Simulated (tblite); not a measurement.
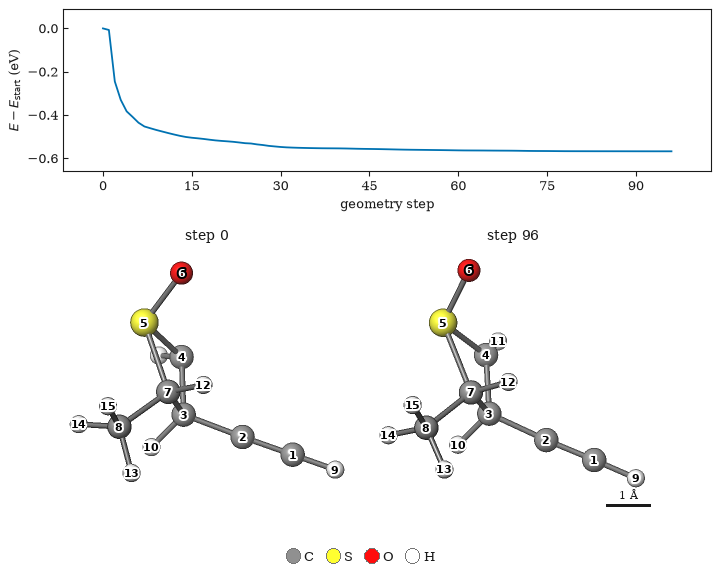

First and last geometry of a relaxation of C$_{6}$H$_{7}$OS (multiplicity 2), with the history of the run. The picture is a ball-and-stick view, seen at a tilt.

The calculation used GFN2-xTB geometry optimisation, gas phase in tblite. 

**Read the history and describe the run.**

It converged. The atom that moves furthest after the best rigid fit is H11 (0.83 Å). Largest moves by element: H 0.83 Å, O 0.44 Å, S 0.19 Å, C 0.19 Å. Among the contacts that change: S5–C7 1.823 → 1.895 Å, S5–O6 1.529 → 1.462 Å, C3–C7 1.494 → 1.541 Å, C4–H11 1.108 → 1.071 Å. Bond angles that change, for instance: S5–C4–H11 115.1° → 132.3°, C3–C4–H11 116.5° → 129.5°, C3–C7–C8 110.4° → 117.6°. The energy falls by 0.567 eV in 96 geometry steps.
